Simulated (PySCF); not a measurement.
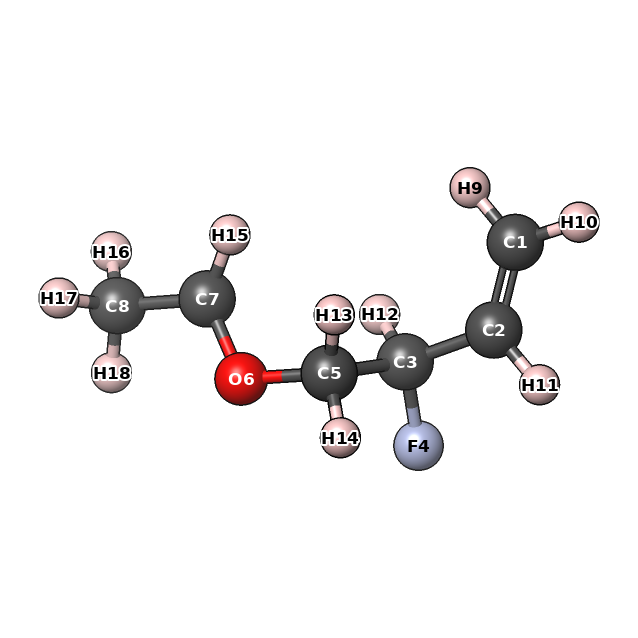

State: neutral, doublet. The geometry was computed by an optimisation with GFN2-xTB. No frequency run is at hand to confirm it as a minimum. Properties computed with UKS B3LYP, pcH-1 on C F H O, non-relativistic (PySCF 2.14.0).

Give the isotropic hyperfine couplings (Fermi-contact term alone) of C1, C2, C3, F4, C5, O6, C7, C8, H9, H10, H11, H12, H13, H14, H15, H16, H17, H18.

```tsv
atom	isotope	a_iso (MHz)
C1	13C	1.2
C2	13C	−1.8
C3	13C	−1.9
F4	19F	7.4
C5	13C	−1.7
O6	17O	−19.0
C7	13C	138.9
C8	13C	−25.0
H9	1H	−0.8
H10	1H	−0.9
H11	1H	0.4
H12	1H	−3.3
H13	1H	9.5
H14	1H	−0.9
H15	1H	−34.6
H16	1H	43.0
H17	1H	131.2
H18	1H	19.5
```
